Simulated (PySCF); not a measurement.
# BH2Br (SMILES BBr) at CCSD(T)/STO-3G

Aim: the vertical ionisation energy of BH2Br at CCSD(T)/STO-3G, from 2 runs. The job is set up through a Python script.

The calculation is run with PySCF 2.14.0.

5 further runs of the same task are left out: 5 set aside as unsound or not needed.

### Step 1. The structure to begin with

BH2Br has 4 atoms, charge 0, and is taken as a singlet. SMILES: `BBr`. Geometry: relaxed at PBE0-D4/def2-TZVP.

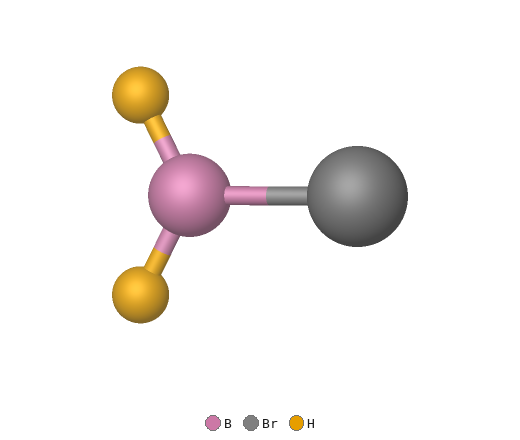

The structure, seen from a chosen angle (boron pink, bromine grey, hydrogen amber).

### Step 2. The energy at CCSD(T)/STO-3G

Contents of run.py:

```python
from pyscf import gto, scf, cc

mol = gto.M(
    atom='''
B       -0.153900       0.025000      -0.096900
Br       1.470100      -0.363400       0.790800
H       -1.111200      -0.617300       0.191700
H       -0.149500       0.895400      -0.905900
''',
    max_memory=1860,
    spin=0,
    basis='sto-3g',
    verbose=3,
    charge=0,
)

myscf = scf.RHF(mol)
myscf.conv_tol = 1e-10
myscf.kernel()
if not myscf.converged:
    myscf = myscf.newton().run(myscf.mo_coeff, myscf.mo_occ)

mycc = cc.CCSD(myscf, frozen=10)
mycc.kernel()
e_t = mycc.ccsd_t()
e_tot = mycc.e_tot + e_t
print('Final energy', e_tot)
```

Command:

```console
OMP_NUM_THREADS=1 python run.py
```

Log:

```text
converged SCF energy = -2570.21524440676
E(CCSD) = -2570.277138061914  E_corr = -0.0618936551538101
CCSD(T) correction = -0.00162522646629933
Final energy -2570.27876328838
```

Run time: 0.67 s. Hardware: 1 thread of Intel Xeon 6975P-C (Granite Rapids), shared host; peak memory 0.1 GiB.

### Step 3. The doublet cation at the same level

Contents of geometry.xyz:

```xyz
4
BBrH2
B     -0.153900     0.025000    -0.096900
Br     1.470100    -0.363400     0.790800
H     -1.111200    -0.617300     0.191700
H     -0.149500     0.895400    -0.905900
```

Contents of calc.py:

```python
from pyscf import gto, cc

molecule = gto.Mole()
molecule.atom = 'geometry.xyz'
molecule.max_memory = 1860
molecule.basis = 'sto-3g'
molecule.spin = 1
molecule.verbose = 3
molecule.charge = 1
molecule.build()

myscf = molecule.UHF()
myscf.conv_tol = 1e-10
myscf.kernel()
if not myscf.converged:
    myscf = myscf.newton().run(myscf.mo_coeff, myscf.mo_occ)

mycc = cc.CCSD(myscf, frozen=10)
mycc.kernel()
e_t = mycc.ccsd_t()
etot = mycc.e_tot + e_t
print(f'total energy: {etot:.8f} hartree')
```

Command:

```console
OMP_NUM_THREADS=1 python calc.py
```

Log:

```text
converged SCF energy = -2569.91655291086  <S^2> = 0.75300733  2S+1 = 2.0030051
E(UCCSD) = -2569.975382582653  E_corr = -0.05882967179309932
UCCSD(T) correction = -0.00106776775035815
total energy: -2569.97645035 hartree
```

Run time: 0.74 s. Hardware: 1 thread of Intel Xeon 6975P-C (Granite Rapids), shared host; peak memory 0.12 GiB.

### Step 4. Outcome

At CCSD(T)/STO-3G, 10 core orbitals frozen:

| quantity | value |
| --- | --- |
| singlet BH2Br: total energy | -2570.27876 Eh |
| singlet BH2Br: dipole moment (Hartree–Fock density) | 0.98 D |
| singlet BH2Br: HOMO energy (Hartree–Fock orbitals) | -8.65 eV |
| singlet BH2Br: LUMO energy (Hartree–Fock orbitals) | 5.94 eV |
| singlet BH2Br: HOMO–LUMO gap (Hartree–Fock orbitals) | 14.59 eV |
| singlet BH2Br: correlation energy (10 core orbitals frozen) | -63.5 mEh |
| singlet BH2Br: (T) correction | -1.63 mEh |
| singlet BH2Br: T1 diagnostic | 0.013 |
| doublet cation: total energy | -2569.97645 Eh |
| doublet cation: HOMO energy (Hartree–Fock orbitals) (highest over α and β) | -19.24 eV |
| doublet cation: LUMO energy (Hartree–Fock orbitals) (lowest over α and β) | -7.60 eV |
| doublet cation: correlation energy (10 core orbitals frozen) | -59.9 mEh |
| doublet cation: (T) correction | -1.07 mEh |
| doublet cation: ⟨S²⟩ of the reference determinant | 0.753 |
| doublet cation: T1 diagnostic | 0.016 |
| vertical ionisation energy (to the doublet cation) | 8.226 eV |

**Reading.** Removing an electron at fixed nuclei costs 8.23 eV (794 kJ/mol). In a minimal basis such a difference can be off by several eV, whatever the method. The triples (singlet BH2Br) make up 2.6 % of the correlation energy. Mulliken charges (doublet cation) of the mean-field density run from +0.06 on H3 to +0.64 on Br2. The triples (doublet cation) make up 1.8 % of the correlation energy.
